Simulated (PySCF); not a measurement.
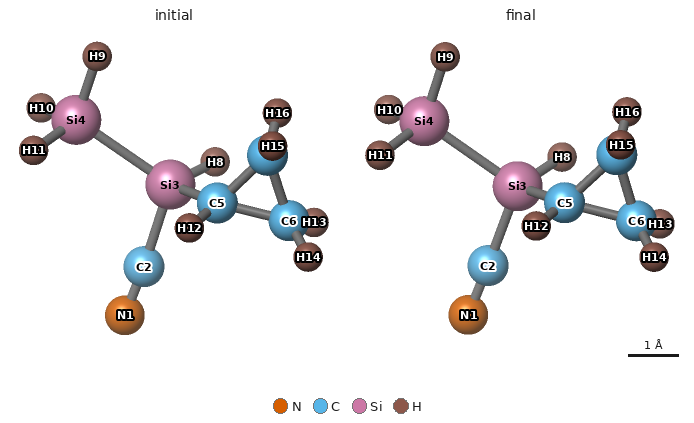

The structure of C4H9NSi2 before (left) and after (right) a relaxation, at one scale.

A ball-and-stick model, seen at a tilt.

The start comes from GFN2-xTB. Its atoms were then displaced at random by about 0.01 Å.

The calculation used PBE0-D3(BJ)/def2-SVP geometry optimisation, gas phase (PySCF). 

Describe what moved and what it gained.

The atom that moves furthest after the best rigid fit is an H atom (0.11 Å). Largest moves by element: H 0.11 Å, N 0.09 Å, C 0.07 Å, Si 0.05 Å. Among the contacts that change: H–Si 1.431 → 1.493 Å, H–Si 1.451 → 1.494 Å, C–H 1.066 → 1.095 Å, C–N 1.133 → 1.160 Å. Bond angles that change, for instance: Si–Si–H 116.8° → 111.9°, C–Si–C 104.9° → 109.1°, C–Si–H 102.6° → 106.2°. Over 4 geometry steps the energy falls by 0.206 eV.
